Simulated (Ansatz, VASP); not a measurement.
## Cross-check of Pb (Lead) between VASP and Ansatz

One calculation is typed for both programs; each brings its own data sets and cutoff. How far apart do they land?

Calculated with Ansatz 0.2.0; plane waves, with VASP 6.6.1 beside it; band structure at LDA, band structure at LDA, spin-orbit coupling and single point at LDA, spin-orbit coupling.

### Step 1. The starting structure

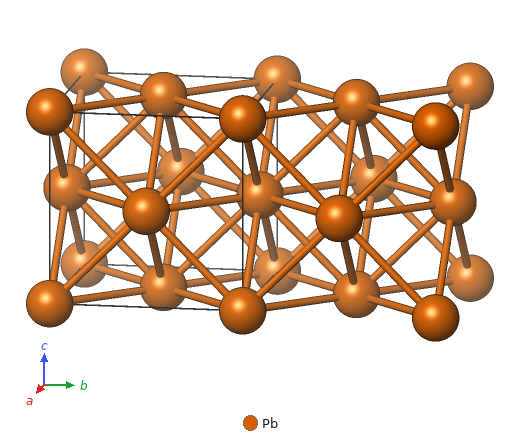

The starting structure, seen slightly off an axis (lead orange). 1×2×1 cells are drawn. This picture shows the conventional cell, with its axes. Some periodic images of atoms are drawn too.

### Step 2. VASP: band structure, LDA

Levels along a path test the potential and the projectors away from the mesh points.

Lines of VASP's logs that name or quote its potential files are left out, and so is its time.

Input file INCAR:

```
SYSTEM = Pb
PREC = Accurate
ENCUT = 400
EDIFF = 1E-06
NELM = 100
ISMEAR = -1
SIGMA = 0.05
LREAL = .FALSE.
ALGO = Normal
GGA = CA
NBANDS = 18
LORBIT = 11
LWAVE = .FALSE.
LCHARG = .FALSE.
KPAR = 2
```

Input file POSCAR:

```
Pb
1.0
    0.0000000000      2.4750200000      2.4750200000
    2.4750200000      0.0000000000      2.4750200000
    2.4750200000      2.4750200000      0.0000000000
Pb
1
Direct
    0.0000000000      0.0000000000      0.0000000000
```

Input file KPOINTS:

```
Automatic mesh
0
Gamma
12 12 12
0 0 0
```

Input file KPOINTS_OPT:

```
Line mode
16
Line-mode
Reciprocal
  0.00000000   0.00000000   0.00000000 GAMMA
  0.50000000   0.00000000   0.50000000 X

  0.50000000   0.00000000   0.50000000 X
  0.50000000   0.25000000   0.75000000 W

  0.50000000   0.25000000   0.75000000 W
  0.37500000   0.37500000   0.75000000 K

  0.37500000   0.37500000   0.75000000 K
  0.00000000   0.00000000   0.00000000 GAMMA

  0.00000000   0.00000000   0.00000000 GAMMA
  0.50000000   0.50000000   0.50000000 L

  0.50000000   0.50000000   0.50000000 L
  0.62500000   0.25000000   0.62500000 U

  0.62500000   0.25000000   0.62500000 U
  0.50000000   0.25000000   0.75000000 W

  0.50000000   0.25000000   0.75000000 W
  0.50000000   0.50000000   0.50000000 L

  0.50000000   0.50000000   0.50000000 L
  0.37500000   0.37500000   0.75000000 K

  0.62500000   0.25000000   0.62500000 U
  0.50000000   0.00000000   0.50000000 X
```

Potentials, in the order of the species: Pb_d (LDA family, release 64).

On the command line:

```
$ mpirun -np 2 vasp_std
```

Numbers of over 12 decimals in the logs are rounded to 6 here.

What it wrote:

```text
[banner, memory and clock lines left out]
running    2 mpi-ranks, on    1 nodes
 distrk:  each k-point on    1 cores,    2 groups
 distr:  one band on    1 cores,    1 groups

 POSCAR found type information on POSCAR Pb
 POSCAR found :  1 types and       1 ions
 LDA part: xc-table for (Slater(with rela. corr.)+CA(PZ))
 , standard interpolation
 POSCAR, INCAR and KPOINTS ok, starting setup
 FFT: planning ... GRIDC
 FFT: planning ... GRID_SOFT
 FFT: planning ... GRID
 WAVECAR not read
 entering main loop
       N       E                     dE             d eps       ncg     rms          rms(c)
DAV:   1     0.107695993047E+03    0.10770E+03   -0.56612E+03  2704   0.758E+02
DAV:   2     0.181343445421E+01   -0.10588E+03   -0.99696E+02  2752   0.235E+02
DAV:   3    -0.412660215073E+01   -0.59400E+01   -0.59075E+01  3254   0.587E+01
DAV:   4    -0.424703832161E+01   -0.12044E+00   -0.12037E+00  3216   0.822E+00
DAV:   5    -0.425109618481E+01   -0.40579E-02   -0.40575E-02  3460   0.151E+00    0.542E-01
DAV:   6    -0.423955939788E+01    0.11537E-01   -0.10999E-02  3328   0.154E+00    0.259E-01
DAV:   7    -0.423654679879E+01    0.30126E-02   -0.43683E-03  3484   0.866E-01    0.820E-02
DAV:   8    -0.423630933629E+01    0.23746E-03   -0.33204E-04  3740   0.226E-01    0.836E-03
DAV:   9    -0.423630927347E+01    0.62827E-07   -0.61015E-06  3582   0.314E-02
   1 F= -.42363093E+01 E0= -.42317488E+01  d E =-.912097E-02
 Start KPOINTS_OPT (optional k-point list driver)
k-point batch [1-72\160]
       N       E                     dE             ncg
DAV:   1     0.185508851410E+04   -0.23606E+05     2708
DAV:   2    -0.582279760900E+04   -0.76779E+04     2734
DAV:   3    -0.627899711926E+04   -0.45620E+03     3256
DAV:   4    -0.628852446405E+04   -0.95273E+01     3404
DAV:   5    -0.628886542182E+04   -0.34096E+00     3536
DAV:   6    -0.628887733089E+04   -0.11909E-01     3608
DAV:   7    -0.628887759002E+04   -0.25912E-03     3652
DAV:   8    -0.628887759273E+04   -0.27126E-05     2678
DAV:   9    -0.628887759295E+04   -0.22455E-06     2340
[...]
k-point batch [145-160\160]
       N       E                     dE             ncg
DAV:   1     0.288247400484E+05   -0.77201E+04      586
DAV:   2     0.271445103071E+05   -0.16802E+04      632
DAV:   3     0.270486967102E+05   -0.95814E+02      798
DAV:   4     0.270469282349E+05   -0.17685E+01      776
DAV:   5     0.270468640430E+05   -0.64192E-01      896
DAV:   6     0.270468617621E+05   -0.22808E-02      840
DAV:   7     0.270468617518E+05   -0.10281E-04      872
DAV:   8     0.270468617517E+05   -0.11599E-06      686
```

Parts of OUTCAR (step 2):

```text
ion  position               nearest neighbor table
   1  0.000  0.000  0.000-

  LATTYP: Found a face centered cubic cell.
 ALAT       =     4.9500400000

 Subroutine GETGRP returns: Found 48 space group operations
 (whereof 48 operations were pure point group operations)

The static configuration has the point symmetry O_h .

 Found     72 irreducible k-points:

   k-points           NKPTS =     72   k-points in BZ     NKDIM =     72   number of bands    NBANDS=     18

   dimension x,y,z NGX =    24 NGY =   24 NGZ =   24
   dimension x,y,z NGXF=    48 NGYF=   48 NGZF=   48

   ENCUT  =  400.0 eV  29.40 Ry    5.42 a.u.   5.71  5.71  5.71*2*pi/ulx,y,z

   NELECT =      14.0000    total number of electrons

 k-points in reciprocal lattice and weights: Automatic mesh
   0.00000000  0.00000000  0.00000000       0.001
   0.08333333  0.00000000  0.00000000       0.005
   0.16666667  0.00000000  0.00000000       0.005
   0.25000000  0.00000000  0.00000000       0.005
   0.33333333  0.00000000  0.00000000       0.005
   0.41666667  0.00000000  0.00000000       0.005
   0.50000000  0.00000000  0.00000000       0.002
   0.08333333  0.08333333  0.00000000       0.003
   0.16666667  0.08333333  0.00000000       0.014
[...]
-0.33333333  0.50000000  0.16666667       0.007
  -0.25000000  0.50000000  0.25000000       0.003

 average (electrostatic) potential at core
       1 -90.3853

 E-fermi :   7.0429

 k-point     1 :       0.0000    0.0000    0.0000
  band No.  band energies     occupation
    ...
      2      -9.9952      2.00000
      3      -9.9952      2.00000
      4      -9.8525      2.00000
      5      -9.8525      2.00000
      6      -4.7561      2.00000
      7      14.3569      0.00000
      8      14.3569      0.00000
      9      14.3569      0.00000
     10      16.8365      0.00000
     11      18.4763      0.00000
    ...

 k-point     2 :       0.0833    0.0000    0.0000
  band No.  band energies     occupation
    ...
      2      -9.9852      2.00000
      3      -9.9852      2.00000
      4      -9.8531      2.00000
      5      -9.8531      2.00000
      6      -4.6225      2.00000
      7      12.8583      0.00000
      8      14.1934      0.00000
      9      14.1934      0.00000
     10      16.5564      0.00000
     11      19.1032      0.00000
    ...

 k-point     3 :       0.1667    0.0000    0.0000
  band No.  band energies     occupation
    ...
      2      -9.9653      2.00000
      3      -9.9653      2.00000
      4      -9.8469      2.00000
      5      -9.8469      2.00000
      6      -4.2216      2.00000
      7      10.2941      0.00000
      8      13.7960      0.00000
      9      13.7960      0.00000
     10      16.2501      0.00000
     11      19.6576      0.00000
    ...

  Total       -0.3179620     -0.3179620     -0.3179620     -0.0000000     -0.0000000     -0.0000000
  in kB      -16.8004002    -16.8004002    -16.8004002     -0.0000000     -0.0000000     -0.0000000
  external PRESSURE =     -16.8004002 kB  Pullay stress =       0.0000000 kB

  energy-cutoff  :      400.00
  volume of cell :       30.32
      direct lattice vectors                 reciprocal lattice vectors
     0.000000000  2.475020000  2.475020000    -0.202018570  0.202018570  0.202018570
     2.475020000  0.000000000  2.475020000     0.202018570 -0.202018570  0.202018570
     2.475020000  2.475020000  0.000000000     0.202018570  0.202018570 -0.202018570

 POSITION                                       TOTAL-FORCE (eV/Angst)
 -----------------------------------------------------------------------------------
      0.00000      0.00000      0.00000         0.000000     -0.000000      0.000000
 -----------------------------------------------------------------------------------
    total drift:                               -0.000000     -0.000000     -0.000000

  FREE ENERGIE OF THE ION-ELECTRON SYSTEM (eV)
  ---------------------------------------------------
  free  energy   TOTEN  =        -4.2363092735 eV

  energy  without entropy=       -4.2271883059  energy(sigma->0) =       -4.23174879

 total charge
# of ion       s       p       d       tot
------------------------------------------
    1        1.405   0.753   9.805  11.963

[... 3 further parts left out ...]
```

The run ends at a pressure of -1.68 GPa.

### Step 3. Ansatz: band structure, LDA

Ansatz runs on its default PAW (the set named soft_2) files.

The same cell, functional (in two slightly different forms), mesh and smearing now go to Ansatz, which takes its cutoff from its data sets.

Input file input.yaml:

```yaml
crystal:
  lattice:
    - [0.0, 2.47502, 2.47502]
    - [2.47502, 0.0, 2.47502]
    - [2.47502, 2.47502, 0.0]
  atoms:
    - { symbol: Pb, position: [0.0, 0.0, 0.0] }
hamiltonian:
  xc: lda
  pseudopotentials: { kind: paw }
kpoints:
  mp_grid: { grid: [12, 12, 12] }
  band_path:
    path:
      - [0.0, 0.0, 0.0]
      - [0.16667, 0.0, 0.16667]
      - [0.33333, 0.0, 0.33333]
      - [0.5, 0.0, 0.5]
      - [0.5, 0.08333, 0.58333]
      - [0.5, 0.18333, 0.68333]
      - [0.5, 0.25, 0.75]
      - [0.45, 0.3, 0.75]
      - [0.40833, 0.34167, 0.75]
      - [0.35, 0.35, 0.7]
      - [0.225, 0.225, 0.45]
      - [0.075, 0.075, 0.15]
      - [0.03333, 0.03333, 0.03333]
      - [0.23333, 0.23333, 0.23333]
      - [0.4, 0.4, 0.4]
      - [0.51667, 0.46667, 0.51667]
      - [0.55833, 0.38333, 0.55833]
      - [0.60833, 0.28333, 0.60833]
      - [0.60833, 0.25, 0.64167]
      - [0.55833, 0.25, 0.69167]
      - [0.51667, 0.25, 0.73333]
      - [0.5, 0.3, 0.7]
      - [0.5, 0.38333, 0.61667]
      - [0.5, 0.48333, 0.51667]
      - [0.475, 0.475, 0.55]
      - [0.425, 0.425, 0.65]
      - [0.38333, 0.38333, 0.73333]
      - [0.59167, 0.18333, 0.59167]
      - [0.55, 0.1, 0.55]
      - [0.5, 0.0, 0.5]
    npoints: 1
scf:
  occupations: { method: fermi_dirac, width: 0.05 }
  n_extra_bands: 6
output:
  forces: true
  stress: true
  eigenvalues: true
  write_density: true
  write_potential: true
  elf: true
  volumetric_format: npy
```

On the command line:

```
$ ansatz run input.yaml --threads 2 --pin off --max-ram 4608MiB --backend cpu --events-out ev --progress --plain --runs-dir out
```

What it wrote:

```text
scf.n_extra_bands = 6 over 7 filled bands (N_el = 14.0): the run solves 13 bands
Engine: ansatz 0.2.0, aarch64-unknown-linux-gnu
Pseudopotentials: kind: paw
Pseudopotential: Pb, paw, valence charge 14, recommended cutoff 420 eV (normal), Pb.paw.azcp
Functional definition: SPW92
  exchange = slater_x
  correlation = pw_c
Crystal: 1 atoms, lattice volume = 30.323 Å³
Basis set: ecut = 420 eV, 609 PW (Γ)
Bands: 13, of which v1, the nominal top of the filled ones, is band 7 counted from 1 (6 counted from 0)
Symmetry: 48 space group operations
Space group: Fm-3m (ITA 225), of the structure as read, at distance tolerance 3.1e-5 Å
k-points: 72 of 1728
Non-local potential: Pb, projectors of the file, l = 0: 2, l = 1: 2, l = 2: 2, l = 3: 2
PAW form: soft (Blöchl's): semilocal exchange-correlation on the pseudo side does not see the compensation charge
PAW frozen core: Pb, regenerated for the run's functional, and the local potential with it (the file was generated under x = pbe(κ = 0.804, μ = 0.219515), c = pbe(β = 0.066725))
PAW one-centre angular grid: Pb, 590 points (default); XC on 64 Gauss nodes
Initial density: superposition of atomic densities (neutral atoms: chi_scale 0, normalization atom), corrected by the library's trained network
Initial wavefunctions: pseudopotential atomic-orbital guess
Functional: x = slater, c = lda
SCF iter   1: F=—  HF=-11602.338562 eV  |F-HF|=—  |Δ(HF+E_count)|=         —  Δρ=5.04e-3  dr2=4.05e-3  ethr=1.77e-3  ⟨swp⟩=6.1  Hψ=6049  notcnv=0  defer=7
preconditioner: auto → none  [metal: Δε(μ)=0.088 eV  Ē_g=22.522 eV  σ=0.050 eV  W_gap=0.39  n_scr=8 (ndim 8)  ℏωp=25.2 eV  f_vac=0.000  D(μ)=1.15/eV (n_scr^D=14)  sad-step TF]
SCF iter   2: F=—  HF=-11602.337388 eV  |F-HF|=—  |Δ(HF+E_count)|=   1.17e-3  Δρ=2.81e-3  dr2=1.32e-3  ethr=2.89e-5  ⟨swp⟩=1.5  Hψ=1554  notcnv=0  defer=33
SCF iter   3: F=—  HF=-11602.337009 eV  |F-HF|=—  |Δ(HF+E_count)|=   3.79e-4  Δρ=6.52e-4  dr2=1.27e-4  ethr=9.40e-6  ⟨swp⟩=2.0  Hψ=1258  notcnv=0  defer=33
SCF iter   4: F=—  HF=-11602.336954 eV  |F-HF|=—  |Δ(HF+E_count)|=   5.53e-5  Δρ=6.63e-5  dr2=1.09e-6  ethr=9.09e-7  ⟨swp⟩=2.1  Hψ=1277  notcnv=0  defer=33
SCF iter   5: F=—  HF=-11602.336953 eV  |F-HF|=—  |Δ(HF+E_count)|=   1.45e-6  Δρ=2.01e-5  dr2=1.33e-7  ethr=7.80e-9  ⟨swp⟩=2.0  Hψ=1324  notcnv=0  defer=33
SCF iter   6: F=-11602.336952 eV  HF=-11602.336952 eV  |F-HF|=1.78e-8  |Δ(HF+E_count)|=   4.75e-8  Δρ=6.93e-6  dr2=1.61e-8  ethr=7.14e-10  ⟨swp⟩=11.3  Hψ=5755  notcnv=0
SCF 1 converged in 6 iterations: F = -11602.336952 eV  dr2 = 1.61e-8
  greatest PAW one-centre occupation: 0.979 electrons in one spin orbital (limit 2), on the Pb atom at site 0 (counted from 0), in its partial waves of l = 2
NSCF: frozen V_eff on 30 k-points
SCF converged after 6 iterations
Free energy (F): -11602.336952 eV
Harris-Foulkes:  -11602.336952 eV  (|F-HF|=1.78e-8)
Internal energy: -11602.328002 eV  (E = F + TS)
E sigma→0 (E₀):  -11602.332477 eV
Entropy (-TS):   -0.008951 eV (-8.951 meV/atom)
Fermi energy:    10.627831 eV
--- Per-component energies (eV) ---
  E_band       = -40.892192
  E_kinetic    = 289.650876
  E_local      = -1019.429450  (includes V_loc(G=0)·N_el)
  E_nonlocal   = 353.586927
  E_hartree    = 402.687254
  E_xc         = -219.386498
  E_vxc        = -133.830843  (∫ρ·V_xc dr)
  E_paw        = -10102.299692  (= ΣΔE_a)
  E_vpaw       = -336.249318  (= ΣTr[D̂ρ^β])
  E_aug_tail   = 0.000048  (compensation charges beyond the density's cutoff)
  E_ewald      = -1307.059754
  E_core_change = -0.077714  (= ΣΔE_core)
  E_smearing   = -0.008951  (= −TS)
  E_closure    = 0.000000  (closes the sum)
  Σ components = -11602.336952   (vs F -11602.336952, Δ=0.00e0)
--- Forces (eV/Å), atoms counted from 1 ---
  atom   1  Pb    -0.00000000     0.00000000     0.00000000
  max |Σ_I F_I| component: 2.30e-30 eV/Å
--- Stress (GPa, compression-positive) ---
       -1.735676      -0.000000       0.000000
        0.000000      -1.735676       0.000000
        0.000000      -0.000000      -1.735676
  P = ⅓ Tr σ = -1.7357 GPa (-17.357 kbar)
--- Band table (eV; the first three rows and the last of 72) ---
  k-point 0: bands = [... 3 lower, -6.2272, -6.2272, -1.1931, 17.9304, 17.9304, 17.9304, 20.4406, 21.9971, ... 2 higher]
  k-point 1: bands = [... 3 lower, -6.2278, -6.2278, -1.0598, 16.4296, 17.7676, 17.7676, 20.1583, 22.6442, ... 2 higher]
  k-point 2: bands = [... 3 lower, -6.2215, -6.2215, -0.6597, 13.8668, 17.3715, 17.3715, 19.8444, 23.2459, ... 2 higher]
  k-point 71: bands = [... 3 lower, -6.1797, -6.0566, 3.8948, 9.2244, 9.2244, 10.8819, 21.4666, 22.8015, ... 2 higher]
```

It took 2.2 s on 2 threads of Arm Neoverse N1, shared host; peak memory 0.28 GiB.

Reading the cycles: dr2 is the Hartree energy of the density residual (eV), the measure of convergence; HF is the Harris–Foulkes estimate of the energy, which meets the free energy F at convergence.

### Step 4. Differences

Known differences besides the PAW data sets themselves: the two LDA forms differ slightly; the cutoff is 420 eV in Ansatz and 400 eV in VASP; Ansatz makes its cores anew for this functional, VASP keeps those of its LDA data sets. Total energies have different zeros and are not compared.

The two programs side by side:

```tsv
quantity	Ansatz	VASP	difference
pressure (GPa)	-1.74	-1.68	-0.06
```

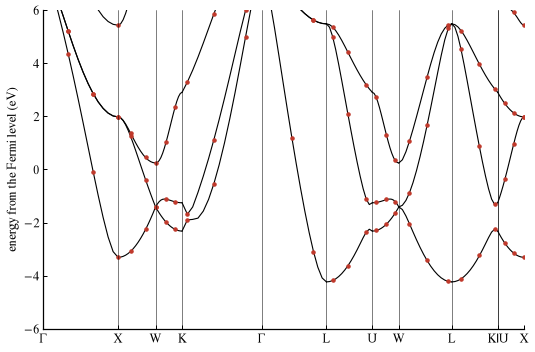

Bands from VASP (lines) and levels from Ansatz (dots). Dots without a line are higher empty bands that the VASP plot leaves out.

Levels from 3 eV below to 2 eV above the Fermi level differ by 7 meV r.m.s. and 21 meV at most; each VASP level is matched to the nearest of Ansatz, which flatters the figure a little. Ansatz's pressure holds a Pulay correction of 0.02 GPa; VASP's holds none.

### Step 5. VASP: band structure, LDA, spin-orbit coupling

The same path points are solved in both programs, so levels can be compared one by one.

Changes to INCAR since step 2:

```diff
@@ -10,3 +10,8 @@
 GGA = CA
-NBANDS = 18
+LNONCOLLINEAR = .TRUE.
+MAGMOM = 0 0 0
+NBANDS = 26
+GGA_COMPAT = .FALSE.
+LASPH = .TRUE.
+LSORBIT = .TRUE.
 LORBIT = 11
```

POSCAR is that of step 2.

KPOINTS is that of step 2.

KPOINTS_OPT is that of step 2.

On the command line:

```
$ mpirun -np 2 vasp_ncl
```

What it wrote:

```text
[... set-up lines as in an earlier step ...]
 entering main loop
       N       E                     dE             d eps       ncg     rms          rms(c)
DAV:   1     0.140833133526E+03    0.14083E+03   -0.56630E+03  3794   0.108E+03
DAV:   2     0.604251243192E+01   -0.13479E+03   -0.12924E+03  3810   0.322E+02
DAV:   3    -0.444609688506E+01   -0.10489E+02   -0.10387E+02  4602   0.114E+02
DAV:   4    -0.478742145063E+01   -0.34132E+00   -0.34105E+00  4740   0.219E+01
[...]
DAV:   8    -0.479515457846E+01    0.15942E-03   -0.13029E-04  4668   0.129E-01    0.313E-02
DAV:   9    -0.479505129664E+01    0.10328E-03   -0.50622E-05  4874   0.133E-01    0.321E-03
DAV:  10    -0.479505109952E+01    0.19712E-06   -0.84132E-07  3814   0.135E-02
   1 F= -.47950511E+01 E0= -.47909265E+01  d E =-.824915E-02  mag=     0.0000     0.0000    -0.0000
 Start KPOINTS_OPT (optional k-point list driver)
k-point batch [1-72\160]
       N       E                     dE             ncg
DAV:   1     0.422159373734E+04   -0.19054E+05     3760
DAV:   2    -0.548705258697E+04   -0.97086E+04     3874
DAV:   3    -0.628938613445E+04   -0.80233E+03     4602
DAV:   4    -0.631619438727E+04   -0.26808E+02     4998
DAV:   5    -0.631744976962E+04   -0.12554E+01     5786
DAV:   6    -0.631746594806E+04   -0.16178E-01     5004
DAV:   7    -0.631746632870E+04   -0.38064E-03     5796
DAV:   8    -0.631746633273E+04   -0.40292E-05     3906
DAV:   9    -0.631746633312E+04   -0.38335E-06     3510
[...]
k-point batch [145-160\160]
       N       E                     dE             ncg
DAV:   1     0.271278977912E+05   -0.68306E+04      832
DAV:   2     0.249647165754E+05   -0.21632E+04      840
DAV:   3     0.248055369567E+05   -0.15918E+03     1032
DAV:   4     0.248004643883E+05   -0.50726E+01     1210
DAV:   5     0.248002680572E+05   -0.19633E+00     1296
DAV:   6     0.248002642750E+05   -0.37822E-02     1200
DAV:   7     0.248002642127E+05   -0.62270E-04     1294
DAV:   8     0.248002642120E+05   -0.69891E-06      846
```

OUTCAR, selected parts (step 5):

```text
  Total       -0.3258194     -0.3258194     -0.3258194      0.0000000      0.0000000      0.0000000
  in kB      -17.2155706    -17.2155706    -17.2155706      0.0000000      0.0000000      0.0000000
  external PRESSURE =     -17.2155706 kB  Pullay stress =       0.0000000 kB

 POSITION                                       TOTAL-FORCE (eV/Angst)
 -----------------------------------------------------------------------------------
      0.00000      0.00000      0.00000         0.000000     -0.000000      0.000000
 -----------------------------------------------------------------------------------
    total drift:                               -0.000000      0.000000     -0.000000

  FREE ENERGIE OF THE ION-ELECTRON SYSTEM (eV)
  ---------------------------------------------------
  free  energy   TOTEN  =        -4.7950510995 eV

  energy  without entropy=       -4.7868019484  energy(sigma->0) =       -4.79092652

 magnetization (x)
# of ion       s       p       d       tot
------------------------------------------
    1       -0.000   0.000   0.000  -0.000

 magnetization (y)
# of ion       s       p       d       tot
------------------------------------------
    1       -0.000   0.000  -0.000  -0.000

 magnetization (z)
# of ion       s       p       d       tot
------------------------------------------
    1        0.000   0.000   0.000   0.000

[... 1 part as in an earlier step ...]

[... 2 further parts left out ...]
[key lines of the parts left out:]
E-fermi :   6.9586
```

The run ends at a pressure of -1.72 GPa.

(Part 1 of 2 ends here.)

[Lines on the potential files, build, host, timing and source positions are cut from VASP's logs without a mark.]

[Logs are printed without paths, hosts, clocks, repeated set-up lines and the standing remarks that a program may print on its own settings, such as how far it seeks lower states.]

[Hosts, paths, dates, database ids (printed as entryN), source tags and the programs' standing remarks are cut or masked in the printed files.]
